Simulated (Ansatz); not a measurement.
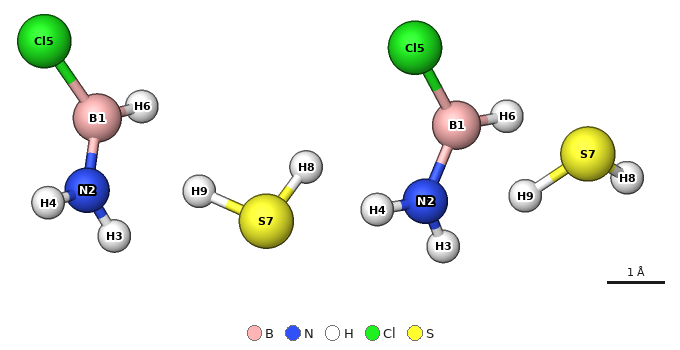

Two geometries of BNH₅SCl, drawn at one scale. One is the start of a relaxation, the other its converged end. The picture is a ball-and-stick view, seen at a tilt.

Level of theory: RKS PBE-D4/6-31G* in Ansatz. (no spin polarisation; force threshold 0.03 eV/Å; at most 50 steps)

**Which one is relaxed?**

The left one is the relaxed one. The run prepares an end point of a later path (reaction) calculation, from a guessed geometry. The atom that moves furthest after the best rigid fit is S7 (1.24 Å). Largest moves by element: S 1.24 Å, Cl 0.71 Å, H 0.64 Å, B 0.45 Å, N 0.20 Å. Some distances before and after: B1–N2 1.477 → 1.400 Å, S7–H9 1.384 → 1.364 Å, B1–Cl5 1.773 → 1.781 Å. After 21 accepted moves (24 points after the start) the energy has fallen by 20.5 kJ/mol. Largest force component: 2.2 eV/Å at the start, 0.026 eV/Å at the end. The line search rejected the trial steps at points 13, 15, 18 of the run. The forces were under the threshold at step 14, but the run went on from there.

Limits of the set-up: the start holds two separate molecules, 2.3 Å apart at their closest, whose relative position is a soft coordinate.
